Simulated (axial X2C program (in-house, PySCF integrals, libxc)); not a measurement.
# TcSe⁺: from the state search to constants, part 2 of 2

Computed with an in-house X2C program for linear molecules on PySCF integrals; all-electron X2C, Tc dyall-cv3z, Se dyall-cv3z. The steps go on from the part before.

## 9. PBE0, 2c

State followed: Ω = 1 (excess of +ω over −ω: ω = -3/2, ω = 5/2). The scan is laid around 2.270 Å, a first estimate of the minimum, and this SCF restarts from the orbitals of the search.

Output at 2.270 Å:

```text
two-component X2C + atomic mean field  PBE0
basis functions 252  fitting functions 1260  grid points 5799
iter        total energy     max residual
   1      -6711.941954369     5.65e-06
   2      -6711.941954367     1.30e-05
   3      -6711.941954373     2.68e-06
   4      -6711.941954373     1.96e-06
converged
one-electron -9943.83237504  Coulomb 3111.53260851  exact exchange -53.50282142  xc functional -163.99828591  nuclear repulsion 340.81809796  atomic mean-field constant -2.95917847
```

Along the bond, energies from the lowest point:

| R (Å) | E (eV) | μ (D) | HOMO (eV) | LUMO (eV) | iterations |
| --- | --- | --- | --- | --- | --- |
| 1.975 | 0.9707 | -3.33 | -12.16 | -9.87 | 14 |
| 2.066 | 0.3756 | -3.65 | -12.24 | -9.95 | 14 |
| 2.134 | 0.1392 | -3.89 | -12.27 | -9.97 | 14 |
| 2.202 | 0.0258 | -4.13 | -12.27 | -9.95 | 13 |
| 2.270 | 0.0000 | -4.37 | -12.25 | -9.89 | 4 |
| 2.349 | 0.0489 | -4.65 | -12.19 | -9.79 | 13 |
| 2.429 | 0.1580 | -4.92 | -12.11 | -9.68 | 13 |
| 2.531 | 0.3581 | -5.25 | -11.99 | -9.52 | 13 |
| 2.656 | 0.6563 | -5.60 | -11.83 | -9.33 | 14 |
| 2.837 | 1.1269 | -5.94 | -11.61 | -9.09 | 15 |

Dipoles are positive if Se is the positive end and refer to the centre of mass.

Outer spinors at the reference distance:

```json
{"ω": "-1/2", "occupied": "yes", "ε (eV)": "-25.07", "atomic character": "71% Se s, 10% Tc d, 10% Tc p", "λ mixture": "100% σ"}
{"ω": "1/2", "occupied": "yes", "ε (eV)": "-24.54", "atomic character": "70% Se s, 11% Tc d, 9% Tc p", "λ mixture": "100% σ"}
{"ω": "1/2", "occupied": "yes", "ε (eV)": "-15.89", "atomic character": "65% Tc d, 27% Se p, 5% Se s", "λ mixture": "100% σ"}
{"ω": "-1/2", "occupied": "yes", "ε (eV)": "-15.86", "atomic character": "85% Tc d, 13% Se p", "λ mixture": "100% π"}
{"ω": "-3/2", "occupied": "yes", "ε (eV)": "-15.55", "atomic character": "100% Tc d", "λ mixture": "100% δ"}
{"ω": "3/2", "occupied": "yes", "ε (eV)": "-15.40", "atomic character": "88% Tc d, 9% Se p", "λ mixture": "100% π"}
{"ω": "5/2", "occupied": "yes", "ε (eV)": "-15.30", "atomic character": "100% Tc d", "λ mixture": "100% δ"}
{"ω": "-1/2", "occupied": "yes", "ε (eV)": "-14.65", "atomic character": "65% Se p, 23% Tc d, 5% Tc s", "λ mixture": "100% σ"}
{"ω": "1/2", "occupied": "yes", "ε (eV)": "-13.84", "atomic character": "64% Se p, 26% Tc d, 4% Tc f", "λ mixture": "97% π, 3% σ"}
{"ω": "-3/2", "occupied": "yes", "ε (eV)": "-13.59", "atomic character": "63% Se p, 29% Tc d, 4% Tc f", "λ mixture": "100% π"}
{"ω": "1/2", "occupied": "yes", "ε (eV)": "-13.02", "atomic character": "41% Se p, 38% Tc s, 18% Tc d", "λ mixture": "98% σ, 2% π"}
{"ω": "-1/2", "occupied": "yes", "ε (eV)": "-12.25", "atomic character": "69% Se p, 16% Tc d, 8% Tc p", "λ mixture": "100% π"}
{"ω": "3/2", "occupied": "no", "ε (eV)": "-9.89", "atomic character": "70% Se p, 13% Tc d, 11% Tc p", "λ mixture": "100% π"}
{"ω": "1/2", "occupied": "no", "ε (eV)": "-8.72", "atomic character": "72% Tc d, 18% Se p, 3% Se d", "λ mixture": "100% π"}
{"ω": "3/2", "occupied": "no", "ε (eV)": "-8.71", "atomic character": "99% Tc d", "λ mixture": "100% δ"}
{"ω": "-1/2", "occupied": "no", "ε (eV)": "-8.62", "atomic character": "57% Tc d, 28% Tc s, 13% Se p", "λ mixture": "100% σ"}
```

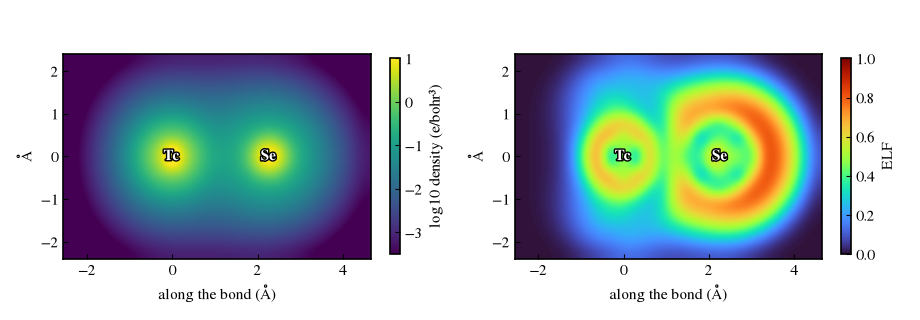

PBE0 fields in a plane through the axis, from a grid of 0.3 Å; Tc lies at z = 0 and Se at z = 2.270 Å; the ELF is damped to zero where the density is low.

Re = 2.260 Å, ωe = 295.5 cm⁻¹, ωexe = 0.557 cm⁻¹, Be = 0.07466 cm⁻¹, De = 2.88 eV, μ = -4.34 D.

## 10. HF, 2c

The SCF at the reference distance of 2.270 Å:

```text
two-component X2C + atomic mean field  HF
basis functions 252  fitting functions 1260  grid points 5799
iter        total energy     max residual
   1      -6708.452132719     3.04e-01
   2      -6708.500302901     1.72e-02
   3      -6708.509204328     8.75e-03
   4      -6708.512634933     6.97e-03
   5      -6708.515051805     3.12e-03
   6      -6708.515699531     8.78e-04
   7      -6708.515796104     4.74e-04
   8      -6708.515839380     3.26e-04
   9      -6708.515855964     1.39e-04
  10      -6708.515860131     6.08e-05
  11      -6708.515860657     3.03e-05
  12      -6708.515860842     1.23e-05
  13      -6708.515860873     4.91e-06
  14      -6708.515860878     3.36e-06
  15      -6708.515860880     2.11e-06
converged
one-electron -9942.94406284  Coulomb 3110.81431794  exact exchange -214.24503546  xc functional 0.00000000  nuclear repulsion 340.81809796  atomic mean-field constant -2.95917847
```

No constants are quoted: the solution changes its character somewhere along the scan, so the fit is set aside.

## 11. BLYP, 2c

The SCF at the reference distance of 2.270 Å:

```text
two-component X2C + atomic mean field  BLYP
basis functions 252  fitting functions 1260  grid points 5799
iter        total energy     max residual
   1      -6712.784381404     1.10e-01
   2      -6712.789698835     1.85e-02
   3      -6712.446524513     1.10e-01
   4      -6712.797754997     8.47e-03
   5      -6712.799679556     5.31e-03
   6      -6712.800434311     1.71e-03
   7      -6712.800522302     1.77e-04
   8      -6712.800521512     2.64e-04
   9      -6712.800523316     5.98e-05
  10      -6712.800523421     1.62e-05
  11      -6712.800523430     3.24e-06
  12      -6712.800523431     4.16e-06
converged
one-electron -9943.34673186  Coulomb 3110.97587465  exact exchange 0.00000000  xc functional -218.28858570  nuclear repulsion 340.81809796  atomic mean-field constant -2.95917847
```

Re = 2.248 Å, ωe = 331 cm⁻¹, ωexe = 1.17 cm⁻¹, Be = 0.07549 cm⁻¹, De = 3.74 eV, μ = -3.39 D.

## 12. MP2 and beyond, 2c

Correlated methods: 12 electrons correlated (frozen shells, counted by type: Tc 4 s, 3 p, 1 d; Se 3 s, 2 p, 1 d), 298 virtual spinors in MP2, 90 natural virtuals in coupled cluster.

Output of the correlated part at 2.270 Å:

```text
correlated 12  virtual 298  natural virtual 90  E(MP2) -0.253124076  MP2 remainder -0.012377546
iter   CCSD correlation   residual
   1     -0.253725026   1.28e-01
   2     -0.260775806   6.96e-02
   3     -0.265519222   4.40e-02
   4     -0.267514842   2.62e-02
   5     -0.268469200   1.32e-02
   6     -0.268766731   6.85e-03
   7     -0.268851158   3.22e-03
   8     -0.268869110   1.25e-03
   9     -0.268857376   5.18e-04
  10     -0.268867045   2.40e-04
  11     -0.268863821   1.18e-04
  12     -0.268866280   7.17e-05
  13     -0.268865699   4.17e-05
  14     -0.268865655   1.94e-05
  15     -0.268865590   9.42e-06
  16     -0.268865502   4.51e-06
  17     -0.268865487   2.13e-06
(T) -0.013281958  T1 0.0665  D1 0.1304  max T2 0.072
```

MP2: No constants are quoted: the reference changes its character somewhere along the scan, so the fit is set aside.

CCSD: No constants are quoted: the reference changes its character somewhere along the scan, so the fit is set aside.

CCSD(T): No constants are quoted: the reference changes its character somewhere along the scan, so the fit is set aside.

## 13. A higher determinant, 2c

State: Ω = 3 (excess of +ω over −ω: ω = 1/2, ω = 5/2).

Output at the reference distance:

```text
two-component X2C + atomic mean field  PBE0
basis functions 252  fitting functions 1260  grid points 5799
iter        total energy     max residual
   1      -6711.933600922     9.57e-06
   2      -6711.933600920     1.89e-05
   3      -6711.933600932     5.90e-06
   4      -6711.933600934     4.78e-06
converged
one-electron -9943.71285241  Coulomb 3111.41728362  exact exchange -53.50155203  xc functional -163.99539961  nuclear repulsion 340.81809796  atomic mean-field constant -2.95917847
```

| R (Å) | E above the lowest PBE0 point (eV) |
| --- | --- |
| 1.975 | 1.169 |
| 2.066 | 0.586 |
| 2.134 | 0.357 |
| 2.202 | 0.249 |
| 2.270 | 0.227 |
| 2.349 | 0.278 |
| 2.429 | 0.388 |
| 2.531 | 0.589 |
| 2.656 | 0.886 |

Re = 2.257 Å, ωe = 293.8 cm⁻¹, Be = 0.07487 cm⁻¹, μ = -4.37 D. Te = 0.23 eV.

## 14. The 2c curves together

Energy (eV) of the followed determinant, 2c, from each level's lowest point:

| R (Å) | PBE0 | HF (jumps) | MP2 (its reference jumps) | CCSD (its reference jumps) | CCSD(T) (its reference jumps) | BLYP |
| --- | --- | --- | --- | --- | --- | --- |
| 1.975 | 0.971 | 2.441 | 1.154 | n/a | n/a | 1.060 |
| 2.066 | 0.376 | 1.450 | 0.557 | 0.547 | 0.489 | 0.399 |
| 2.134 | 0.139 | 0.929 | 0.276 | 0.254 | 0.213 | 0.136 |
| 2.202 | 0.026 | 0.555 | 0.103 | 0.084 | 0.061 | 0.016 |
| 2.270 | 0.000 | 0.298 | 0.016 | 0.006 | 0.000 | 0.000 |
| 2.349 | 0.049 | 0.114 | 0.000 | 0.000 | 0.012 | 0.073 |
| 2.429 | 0.158 | 0.023 | 0.056 | 0.061 | 0.088 | 0.212 |
| 2.531 | 0.358 | 0.000 | 0.211 | 0.208 | 0.256 | 0.445 |
| 2.656 | 0.656 | 0.048 | 0.489 | n/a | n/a | 0.768 |
| 2.837 | 1.127 | 0.152 | 0.912 | n/a | n/a | 1.255 |

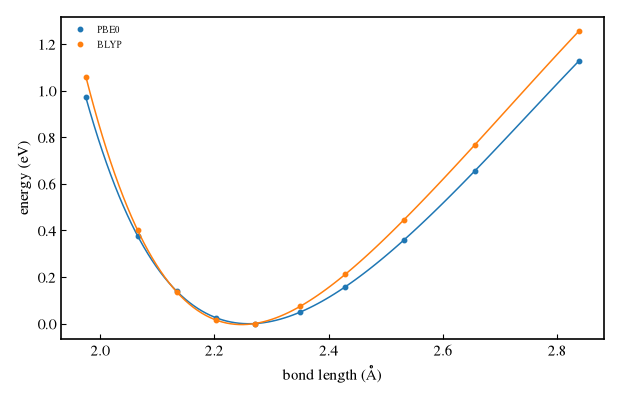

Curves of the followed state, 2c, each from its own lowest point. Left out: HF, MP2, CCSD, CCSD(T).

Time for the job: 4.7 min (1 thread of Arm Neoverse V1, shared host).

## 15. Constants

The summary covers parts 1 to 2.

Lowest determinant that the search found at its distance, spin-free: M_S = 2, Λ = 1 (beyond closed shells: σα, π+α, δ+α, δ-α).

Lowest determinant that the search found at its distance, 2c: Ω = 1 (excess of +ω over −ω: ω = -3/2, ω = 5/2).

```json
{"Hamiltonian": "spin-free", "level": "PBE0", "Re (Å)": "2.258", "ωe (cm⁻¹)": "295.1", "De (eV)": "2.82", "μ (D)": "-4.37"}
{"Hamiltonian": "spin-free", "level": "HF", "Re (Å)": "2.507", "ωe (cm⁻¹)": "203.1", "De (eV)": "0.472", "μ (D)": "-6.95"}
{"Hamiltonian": "spin-free", "level": "CCSD", "Re (Å)": "2.314", "ωe (cm⁻¹)": "272.0", "De (eV)": "2.11", "μ (D)": "n/a"}
{"Hamiltonian": "spin-free", "level": "CCSD(T)", "Re (Å)": "2.295", "ωe (cm⁻¹)": "278.9", "De (eV)": "2.32", "μ (D)": "n/a"}
{"Hamiltonian": "spin-free", "level": "BLYP", "Re (Å)": "2.245", "ωe (cm⁻¹)": "334", "De (eV)": "3.75", "μ (D)": "-3.42"}
{"Hamiltonian": "2c", "level": "PBE0", "Re (Å)": "2.260", "ωe (cm⁻¹)": "295.5", "De (eV)": "2.88", "μ (D)": "-4.34"}
{"Hamiltonian": "2c", "level": "BLYP", "Re (Å)": "2.248", "ωe (cm⁻¹)": "331", "De (eV)": "3.74", "μ (D)": "-3.39"}
```

Dipoles are positive if Se is the positive end and refer to the centre of mass. No constants: spin-free MP2 (the reference is strongly spin-contaminated); 2c HF (the solution changes its character somewhere along the scan, so the fit is set aside); 2c MP2 (the reference changes its character somewhere along the scan, so the fit is set aside); 2c CCSD (the reference changes its character somewhere along the scan, so the fit is set aside); 2c CCSD(T) (the reference changes its character somewhere along the scan, so the fit is set aside). Spin-free ⟨S²⟩ is off its pure value at HF 7.10.

Time per point (s) on 1 thread of Arm Neoverse V1, shared host (2c runs); the times are rough: PBE0 1.6, BLYP 0.67.

**Reading.** At PBE0, going from spin-free to two-component changes Re by +2 mÅ, ωe by +0.1 %, which is small (part of it comes from the scalar share of the two-electron terms). It costs about 1.6 times the time. De moves by +0.06 eV; both De rest on single-determinant atoms, which can miss part of an open shell's spin–orbit lowering.

De refers to Tc+ + Se, each in the lowest determinant found, which need not be this curve's own limit. Each curve is one determinant whose occupation by symmetry is held fixed; it was picked as the lowest of a PBE0 search that is not exhaustive. De is counted from the lowest determinant-based energies of the atoms at the same level, without counterpoise correction. Density functionals use the spin component along the axis (collinear). CCSD and (T) use frozen natural virtuals with an MP2 correction for the truncation. With several unpaired electrons one determinant need not be a pure state. The spin-free determinant is spin-contaminated at some levels. T1 at Re is 0.046 (Lee–Taylor), above the customary mark of 0.02.
